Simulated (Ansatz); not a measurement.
## Electronic structure of CHSSi (SMILES [SiH+]=C=S) (charge +1) in real space

```yaml
atoms:
  - { symbol: C, position_ang: [-0.9036, 0.0174, -0.1503] }
  - { symbol: S, position_ang: [-1.6701, 1.1962, -0.6922] }
  - { symbol: Si, position_ang: [-0.1616, -1.4968, 0.7785] }
  - { symbol: H, position_ang: [0.9406, -1.5025, -0.2725] }
```

Geometry: PBE0-D3(BJ)/def2-SVP.

Level of theory: isolated molecule in a Gaussian basis; Kohn-Sham density functional theory, functional PBE0 in Ansatz.

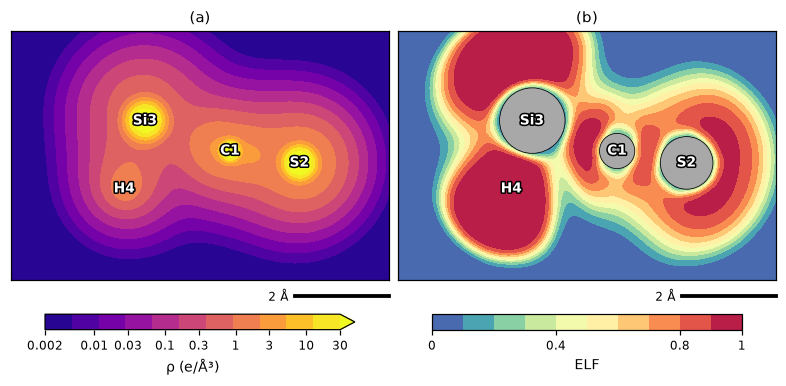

Figure 1. (a) electron density; (b) ELF on the molecular plane. Grey discs cover the atomic cores in the ELF map.

### Describe what can be read from this map.

The section cuts through C, S, Si and H sites. C–S (1.51 Å): ρ is about 2.1 e/Å³ halfway; the ELF peaks at about 0.85 between the atoms (localised, covalent bonding). C–Si (1.93 Å): ρ at the midpoint is about 0.81 e/Å³; the ELF peaks at about 0.95 between the atoms, as expected for a covalent bond. Si–H (1.52 Å): ρ at the midpoint is about 0.8 e/Å³; the ELF climbs to about 1 towards the hydrogen, as it does in any bond to H. The ELF also peaks beside S2 and Si3, away from the bonds: lone-pair regions.

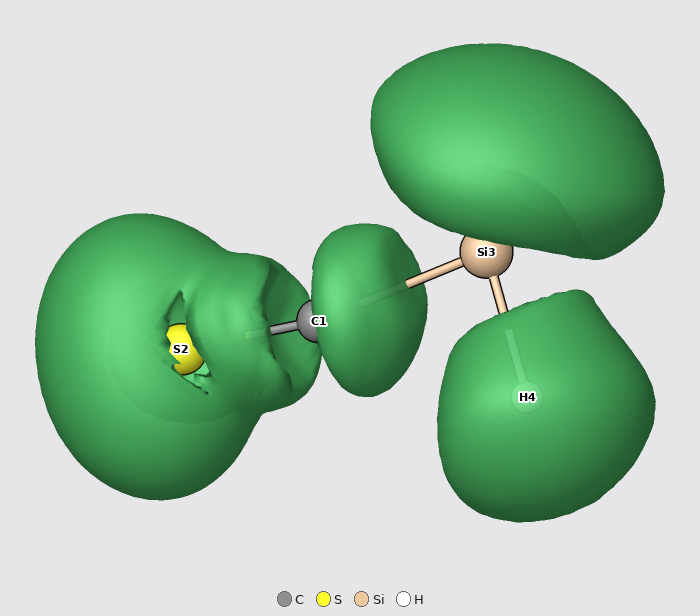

Figure 2. Isosurface of the ELF at 0.75 (green), seen at a tilt. Core shells and regions of very low density are left out.

### Where are the electrons localised?

The surface consists of one region between bonded C–Si atoms (shared pairs), one region around a hydrogen nucleus, one region on S in which the atom's valence shell and bonds are merged and one lobe on Si, pointing away from the bonds (lone pairs).

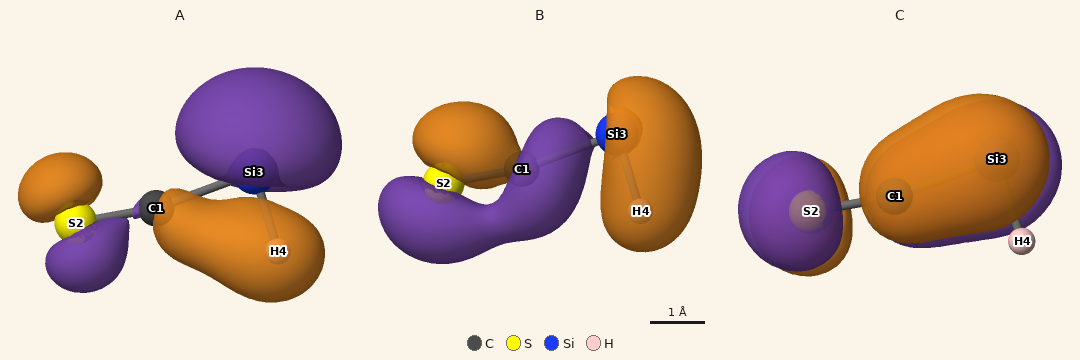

Figure 3. Three frontier orbitals at ±0.1 Å⁻³ᐟ² (orange and purple are the two phases), in no order.

### Which picture is the HOMO−1, the HOMO and the LUMO?

B is the HOMO−1 (−15.97 eV). Its weight (Hirshfeld) is mainly on S2 (about 30 %), Si3 (about 30 %), C1 (about 30 %) and H4 (about 15 %); it is symmetric in the molecular plane (an in-plane orbital: σ, lone-pair or in-plane π type). A is the HOMO (−13.22 eV). It lies mainly on Si3 (about 65 %), H4 (about 15 %), S2 (about 10 %) and C1 (about 10 %); it is symmetric in the molecular plane (an in-plane orbital: σ, lone-pair or in-plane π type). C is the LUMO (−9.96 eV). By Hirshfeld shares it lies mainly on Si3 (about 40 %), S2 (about 30 %) and C1 (about 25 %); it changes sign across the molecular plane (π type); π-bonding across C1–Si3; π-antibonding (a node) across C1–S2.

### What is the HOMO–LUMO gap?

3.26 eV between the orbital energies.
